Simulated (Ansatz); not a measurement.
**Si2NH9O: nudged elastic band (part 2 of 2)**

Continued. System: Si2NH9O. Method: RHF/6-31G* (Ansatz 0.2.0). It belongs to a series of runs on one base structure; here: band between the two ends.

Geometry of the input (Å):
```
Si -0.2316  1.0045  0.1444
N  0.0017  0.0157  1.5706
H  -0.8259  -0.2444  2.0722
H  0.6857  0.3370  2.2292
H  1.0862  1.2035  -0.4784
H  -0.8221  2.3314  0.4274
H  -1.1384  0.2761  -0.7581
O  1.3298  -2.5067  0.6521
Si 0.6716  -3.9638  0.9952
H  1.4950  -4.9971  0.3444
H  0.6351  -4.2285  2.4529
H  -0.7210  -4.0755  0.5019
H  0.8966  -1.7128  0.9631
```

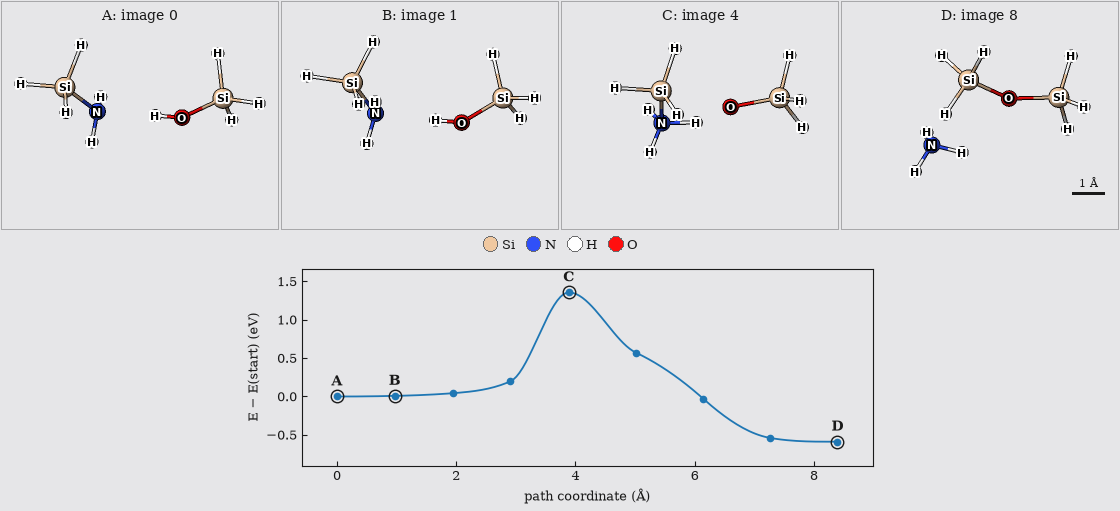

*Images of the last band (counted from 0; ball-and-stick, seen at a tilt) above the energy along the path; the line is a cubic interpolation that uses the forces.*

The highest image is number 4, 1.356 eV above the start and 1.945 eV above the end (the climbing image); the end lies 0.588 eV below the start. The path is 8.39 Å long. The band converged in 21 iterations.

```
Total energy: -19384.69569551 eV, -712.3744273912 hartree
Atom 0 at     0.002177     0.242210     0.100414 Å, force     0.004518    -0.002195    -0.000613 eV/Å
Atom 1 at     0.071262     0.072615     1.952233 Å, force    -0.002934     0.012088     0.002673 eV/Å
Atom 2 at    -0.790478     0.280141     2.426462 Å, force     0.000494     0.001383    -0.000549 eV/Å
Atom 3 at     0.812905     0.588276     2.393618 Å, force    -0.000507    -0.001720     0.000675 eV/Å
Atom 4 at     1.322483     0.063523    -0.489662 Å, force    -0.001209    -0.000725    -0.000215 eV/Å
Atom 5 at    -0.296651     1.695763    -0.011675 Å, force     0.001058     0.001262    -0.000067 eV/Å
Atom 6 at    -1.167287    -0.440336    -0.439489 Å, force    -0.000514     0.000847     0.000064 eV/Å
Atom 7 at     0.486885    -2.004258     0.906541 Å, force    -0.013221     0.009512     0.004291 eV/Å
Atom 8 at     0.563412    -3.579927     0.660938 Å, force     0.000543    -0.003744    -0.001567 eV/Å
Atom 9 at     1.467001    -3.952505    -0.461678 Å, force     0.000928     0.001680    -0.000401 eV/Å
Atom 10 at     1.066080    -4.324803     1.850485 Å, force     0.001485     0.001735     0.000957 eV/Å
Atom 11 at    -0.756347    -4.193652     0.337882 Å, force     0.002842    -0.001377     0.001448 eV/Å
Atom 12 at     0.281359    -1.007647     1.890727 Å, force     0.006517    -0.018746    -0.006697 eV/Å
Dipole moment:    -0.212345     1.206154     0.577121 e Å
this run last wrote the band of iteration 21 to [file]; this run last wrote the band within `neb.f_tol` of iteration 20 to [file]
```

## The last band as extended XYZ (Å, eV, eV/Å)
```
13
Properties=species:S:1:pos:R:3:forces:R:3 image=0 energy=-19386.05206
Si   -0.2316    1.0045    0.1444    0.0041  -0.0080   0.0109
N     0.0017    0.0157    1.5706    0.0026   0.0151  -0.0036
H    -0.8259   -0.2444    2.0722    0.0037  -0.0009  -0.0002
H     0.6857    0.3370    2.2292   -0.0116  -0.0034  -0.0145
H     1.0862    1.2035   -0.4784   -0.0010   0.0013   0.0026
H    -0.8221    2.3314    0.4274    0.0036  -0.0126  -0.0026
H    -1.1384    0.2761   -0.7581   -0.0010   0.0082   0.0061
O     1.3298   -2.5067    0.6521    0.0053   0.0022  -0.0040
Si    0.6716   -3.9638    0.9952   -0.0042  -0.0193   0.0056
H     1.4950   -4.9971    0.3444   -0.0146   0.0229   0.0132
H     0.6351   -4.2285    2.4529   -0.0008   0.0053  -0.0237
H    -0.7210   -4.0755    0.5019    0.0195   0.0029   0.0073
H     0.8966   -1.7128    0.9631   -0.0056  -0.0136   0.0029
13
Properties=species:S:1:pos:R:3:forces:R:3 image=1 energy=-19386.04424
Si   -0.2325    0.8422    0.1152   -0.0021   0.0052  -0.0066
N    -0.0041    0.1146    1.6900    0.0023  -0.0085   0.0067
H    -0.8278   -0.0391    2.2390    0.0002  -0.0050  -0.0030
H     0.6989    0.5241    2.2748    0.0009  -0.0003  -0.0027
H     1.0806    0.8966   -0.5445   -0.0015   0.0073  -0.0007
H    -0.7904    2.2113    0.1626   -0.0031   0.0028   0.0053
H    -1.1693   -0.0111   -0.6341    0.0000   0.0047  -0.0022
O     1.3746   -2.4217    0.9195    0.0062  -0.0002  -0.0027
Si    0.6708   -3.8980    0.9153   -0.0016  -0.0014   0.0018
H     1.4636   -4.7742    0.0380    0.0002  -0.0060   0.0056
H     0.6205   -4.4995    2.2662   -0.0040   0.0030   0.0041
H    -0.7209   -3.8394    0.4130    0.0009   0.0005  -0.0008
H     0.8987   -1.6664    1.2619    0.0016  -0.0019  -0.0049
13
Properties=species:S:1:pos:R:3:forces:R:3 image=2 energy=-19386.00943
Si   -0.1815    0.7046    0.1185   -0.0067   0.0130  -0.0017
N    -0.0623    0.2261    1.7980    0.0001  -0.0053  -0.0002
H    -0.8990    0.2701    2.3463   -0.0046  -0.0110  -0.0066
H     0.6900    0.6269    2.3243   -0.0027  -0.0006  -0.0047
H     1.1517    0.5630   -0.4820   -0.0043   0.0245  -0.0038
H    -0.6375    2.0986   -0.0738   -0.0125   0.0168   0.0083
H    -1.1590   -0.1872   -0.5282   -0.0019   0.0142  -0.0091
O     1.2076   -2.3178    1.0087    0.0266  -0.0097   0.0064
Si    0.6816   -3.8562    0.8340    0.0029  -0.0103   0.0043
H     1.4332   -4.4588   -0.2789   -0.0035  -0.0240   0.0084
H     0.9086   -4.6627    2.0520   -0.0136  -0.0105   0.0074
H    -0.7658   -3.9113    0.5287   -0.0001   0.0072   0.0061
H     0.6953   -1.6560    1.4692    0.0203  -0.0045  -0.0148
13
Properties=species:S:1:pos:R:3:forces:R:3 image=3 energy=-19385.85406
Si   -0.0958    0.5080    0.1568   -0.0327   0.1262   0.0313
N    -0.0241    0.2517    1.8976   -0.0397   0.0790  -0.0207
H    -0.8571    0.4443    2.4177   -0.0249   0.0755  -0.0007
H     0.7575    0.6606    2.3725   -0.0196   0.0223  -0.0001
H     1.2222    0.2389   -0.4308   -0.0322   0.0765   0.0349
H    -0.4608    1.9029   -0.1633   -0.0495   0.1002  -0.0570
H    -1.1444   -0.3658   -0.3965    0.0175   0.0512   0.0172
O     0.8099   -2.1395    0.9516    0.1345  -0.0602   0.0177
Si    0.6341   -3.7428    0.7333    0.0172  -0.0737   0.0246
H     1.4763   -4.1019   -0.4193   -0.0072  -0.0649   0.0111
H     1.0778   -4.4982    1.9221   -0.0132  -0.0826   0.0208
H    -0.7618   -4.1346    0.4403   -0.0111   0.0105   0.0345
H     0.4292   -1.5840    1.6348    0.0609  -0.2600  -0.1139
13
Properties=species:S:1:pos:R:3:forces:R:3 image=5 energy=-19385.48059
Si    0.0845   -0.2153    0.0955    0.0286  -0.1860  -0.0083
N     0.1174    0.0555    2.1378    0.0016  -0.0129   0.0940
H    -0.7711    0.3772    2.4796    0.0052   0.0467   0.0120
H     0.8131    0.7235    2.4181   -0.0054   0.0611   0.0030
H     1.3702   -0.0568   -0.6173    0.0154  -0.0509  -0.0567
H    -0.2386    1.2821    0.1568    0.0186  -0.1725   0.0569
H    -1.1463   -0.5734   -0.6470    0.0040  -0.0602  -0.0842
O     0.3969   -1.8492    0.6664   -0.0420   0.0660  -0.1210
Si    0.4995   -3.4519    0.4982   -0.0166   0.0542  -0.0436
H     1.4359   -3.8646   -0.5690   -0.0018   0.0371  -0.0327
H     0.9883   -4.0686    1.7592   -0.0152   0.1089  -0.0247
H    -0.8136   -4.0744    0.2148   -0.0103   0.0381  -0.0381
H     0.3266   -0.8447    2.5237    0.0181   0.0704   0.2434
13
Properties=species:S:1:pos:R:3:forces:R:3 image=6 energy=-19386.07897
Si    0.0533   -0.3509   -0.2209   -0.0308  -0.0941  -0.2267
N     0.2782    0.1286    2.4235    0.1036   0.0936   0.1682
H    -0.6523    0.4091    2.6676    0.0597   0.0165   0.1188
H     0.9218    0.7961    2.7942    0.0661   0.0577   0.2425
H     1.3883   -0.0562   -0.7726    0.0089   0.0058  -0.1056
H    -0.4657    0.9411    0.2540   -0.1652  -0.2228   0.0594
H    -0.9435   -0.6804   -1.2586    0.1328  -0.0866  -0.4124
O     0.1991   -1.7918    0.5892   -0.1468   0.0192  -0.0095
Si    0.4066   -3.4037    0.4737   -0.0431   0.0400  -0.0118
H     1.3738   -3.7702   -0.5817   -0.0177   0.0783  -0.0098
H     0.9217   -3.9327    1.7542   -0.0280   0.0935   0.0029
H    -0.8736   -4.0753    0.1841   -0.0284  -0.0136  -0.0172
H     0.4551   -0.7743    2.8100    0.0889   0.0125   0.2011
13
Properties=species:S:1:pos:R:3:forces:R:3 image=7 energy=-19386.59215
Si   -0.0168   -0.4293   -0.4243   -0.0101   0.0033  -0.0450
N     0.4809    0.2960    2.6082    0.0363   0.0295   0.0338
H    -0.4773    0.4992    2.8219    0.0250   0.0121   0.0214
H     1.0520    0.8524    3.2143    0.0184   0.0086   0.0616
H     1.3217    0.1312   -0.6663   -0.0078   0.0258   0.0187
H    -0.9063    0.5610    0.1889   -0.0595  -0.0548  -0.0130
H    -0.6120   -0.7843   -1.7330    0.0567  -0.0121  -0.0608
O     0.0857   -1.8114    0.4586   -0.0632  -0.0187  -0.0151
Si    0.3189   -3.4237    0.4494   -0.0100  -0.0046  -0.0124
H     1.3067   -3.8105   -0.5772   -0.0031  -0.0015   0.0006
H     0.8197   -3.8456    1.7706   -0.0093   0.0139   0.0042
H    -0.9475   -4.1277    0.1743    0.0020  -0.0138   0.0015
H     0.6370   -0.6678    2.8314    0.0245   0.0121   0.0046
13
Properties=species:S:1:pos:R:3:forces:R:3 image=8 energy=-19386.64050
Si   -0.0400   -0.4612   -0.5220    0.0004  -0.0169  -0.0033
N     0.4635    0.4177    2.7371   -0.0083  -0.0099   0.0117
H    -0.3371    0.4015    3.3411    0.0266  -0.0029  -0.0161
H     1.1567    0.9976    3.1714   -0.0069  -0.0129  -0.0038
H     1.1159    0.4419   -0.4551    0.0031  -0.0033   0.0107
H    -1.2610    0.1935   -0.0331    0.0016  -0.0051   0.0022
H    -0.2549   -0.8234   -1.9421   -0.0011  -0.0068   0.0081
O     0.2613   -1.8375    0.3232   -0.0013   0.0261  -0.0179
Si    0.2769   -3.4636    0.4193   -0.0040   0.0014   0.0113
H     1.2149   -4.0406   -0.5627   -0.0038   0.0041   0.0046
H     0.7054   -3.8527    1.7757   -0.0014   0.0029  -0.0143
H    -1.0673   -4.0186    0.1672    0.0066   0.0003   0.0003
H     0.8286   -0.5152    2.6967   -0.0113   0.0231   0.0065
```

## Key numbers

- outcome: converged
- barrier, forward: 1.356 eV
- barrier, backward: 1.945 eV
- hardware: 1 thread of Arm Neoverse V1, 24 GiB of memory available, shared host
- wall time: 4.5 min
- peak memory: 0.16 GiB

The order of the saddle point was not checked.
